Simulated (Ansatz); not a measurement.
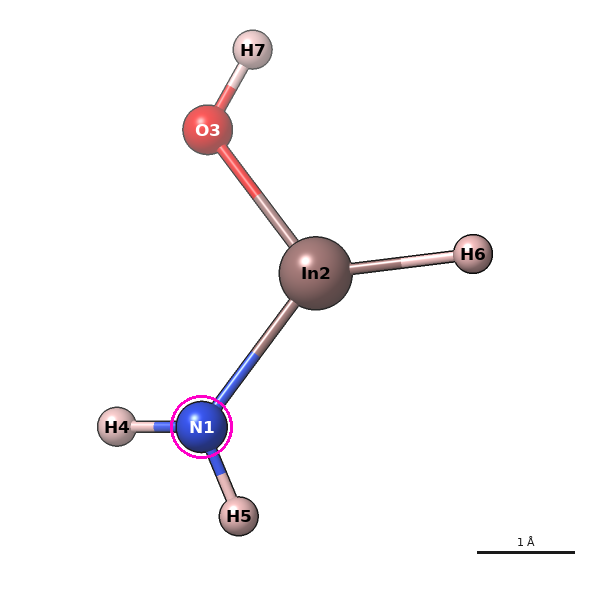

Figure made from data computed with Ansatz.

Orthographic view. Distant atoms are faded towards the background colour. The species has charge +1 and is a spin doublet. Geometry: the geometry of the neutral molecule.

**Name the neighbours of the circled atom.**

The circled atom is N1; it is bonded to In2, H4, H5.

**Which two atoms are farthest apart in space?**

H5 and H7, 4.96 Å.

**What is the shortest path along bonds from the circled atom to H7?**

N1–In2–O3–H7, 3 bonds; through space the two are 4.08 Å apart.
